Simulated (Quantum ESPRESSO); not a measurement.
## What a tighter setting buys: K_POINTS, BIrPd (Fdd2, 12 atoms in the cell)

Cell: a = 6.0513 Å, b = 5.4947 Å, c = 6.7001 Å, α = 58.51°, β = 50.74°, γ = 70.76°.

Method of the run: PBEsol, GBRV 1.5 ultrasoft (PBESOL) pseudopotentials (plane waves; Quantum ESPRESSO).

Base settings: ecutwfc = 40 Ry; ecutrho = 320 Ry; occupations = smearing; smearing = fermi-dirac; degauss = 0.0036749 Ry; K_POINTS = automatic 3 3 3 0 0 0; conv_thr = 1e-11 Ry.

Misses are taken against the tightest run, automatic 4 4 4 0 0 0, which need not be fully converged itself. The energy is the free energy per atom.

The count of work is k-points × plane waves × bands × iterations; it is no time, and leaves out set-up, grids and terms that scale otherwise. Core times come from one kind of shared machine and are given to one figure; runs under 30 s give none.

The starting cell comes from a database of published, mostly measured structures (it also holds non-ambient and calculated ones), without a prior relaxation at this level. Spin polarisation is off. Without a gap this mesh is coarse (it stands for a supercell whose shortest vector is 16 Å).

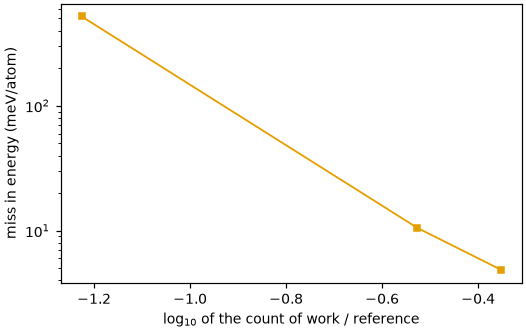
Miss against the count of work; the reference run is not drawn, and misses under 0.1 meV/atom are drawn there.

| K_POINTS | energy less reference (meV/atom) | pressure less reference (GPa) | largest difference in the force on any atom (eV/Å) | count of work / reference | core time / reference (rough) |
|---|---|---|---|---|---|
| automatic 1 1 1 0 0 0 | 518.48 | 6.70 | 1.684 | 0.059 | 0.2 |
| automatic 2 2 2 0 0 0 | -10.53 | -0.48 | 0.271 | 0.30 | 0.4 |
| automatic 3 3 3 0 0 0 | -4.86 | -0.03 | 0.075 | 0.44 | 0.6 |
| automatic 4 4 4 0 0 0 | 0.00 | 0.00 | 0.000 | 1.0 | 1 |

The last two settings still differ by 4.9 meV/atom, so the table cannot show that the reference is converged.

Coarsest setting among those run that, with all tighter ones, holds the energy within 20 meV/atom of the reference: automatic 2 2 2 0 0 0, off by 11 meV/atom; it needs 0.30 of the reference's count of work and about 0.4 of the reference's time.
